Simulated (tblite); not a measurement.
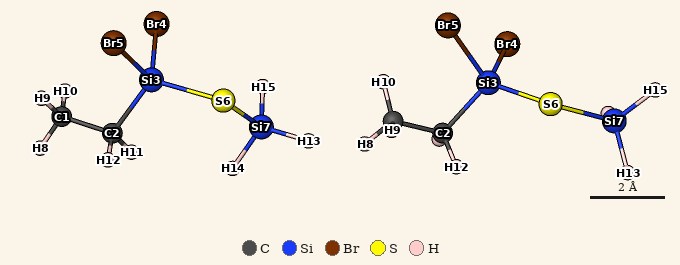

Two geometries of C2H8Br2SSi2, drawn at one scale. One is the start of a relaxation, the other its converged end. A ball-and-stick model, seen face on.

Theory: tblite, GFN2-xTB geometry optimisation, gas phase. 

Which of the two is the end point?

Answer. The left one is the relaxed one. H15 moves most after the best rigid fit: 2.25 Å. Largest moves by element: H 2.25 Å, Br 1.27 Å, Si 0.73 Å, C 0.72 Å, S 0.47 Å. Some distances before and after: Si3–Br5 2.278 → 2.214 Å, Si7–H13 1.489 → 1.448 Å, Si3–S6 2.109 → 2.146 Å, C2–H12 1.128 → 1.092 Å. Bond angles that change, for instance: Si3–S6–Si7 114.6° → 104.7°, H13–Si7–H15 105.8° → 115.4°, S6–Si7–H14 114.6° → 106.4°. Groups turn about S6–Si7 by about 60°, C2–Si3 by about 55°, Si3–S6 by about 30°. After 162 geometry steps the energy has fallen by 0.478 eV. The run took 3.2 s on 1 thread of Arm Neoverse N1, on a shared host.
